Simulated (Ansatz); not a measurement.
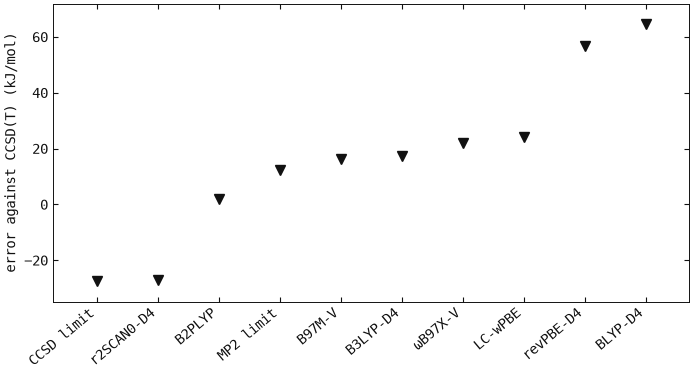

Error in the electronic atomisation energy (method less reference, so positive means overbinding) of OF, doublet: functionals in def2-TZVPP against frozen-core CCSD(T) at the limit (scheme: direct), which gives 215.4 kJ/mol, at a PBE0-D4/def2-TZVP geometry (a minimum by its frequencies), no zero-point or spin-orbit term, the Ansatz code. The reference leaves out core correlation, a term that grows with the number of heavy atoms. B2PLYP holds a correlation term that converges slowly with the basis, so part of the distance to the limit is basis error. No dispersion term is added to B2PLYP and LC-wPBE. Limit means the basis limit.

> Which of these levels overbind, and which underbind?

Overbind: MP2 limit, B97M-V, B3LYP-D4, ωB97X-V, LC-wPBE, revPBE-D4 and BLYP-D4. Underbind: CCSD limit and r2SCAN0-D4. Within 10 kJ/mol of zero, too close to call in view of what the reference leaves out: B2PLYP.

> Give the values.

```tsv
level	kJ/mol
CCSD limit	−27.4
r2SCAN0-D4	−27.2
B2PLYP	1.9
MP2 limit	12.5
B97M-V	16.4
B3LYP-D4	17.2
ωB97X-V	22.0
LC-wPBE	24.1
revPBE-D4	56.7
BLYP-D4	64.5
```
